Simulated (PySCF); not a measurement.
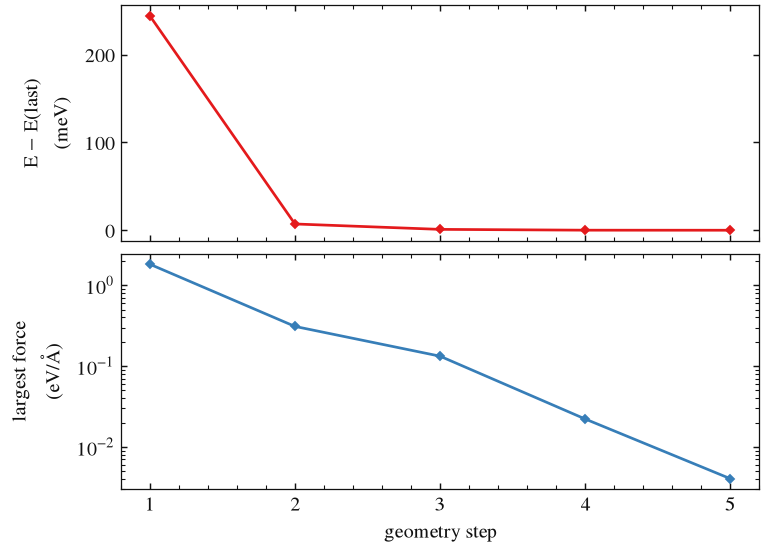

History of a geometry optimisation.

The run: [InClH3]- (SMILES [H][In-]([H])([H])[Cl]) (charge −1), by PBE0-D3(BJ)/def2-SVP, geometry optimisation (PySCF 2.14.0, density fitting).

How did it end, and what did it gain?

The optimisation met its thresholds at geometry 5, counting the start as the first. The energy fell by about 240 meV from the first step to the last. The largest force goes from about 1.8 eV/Å at the start to 4 × 10⁻³ eV/Å at the end.
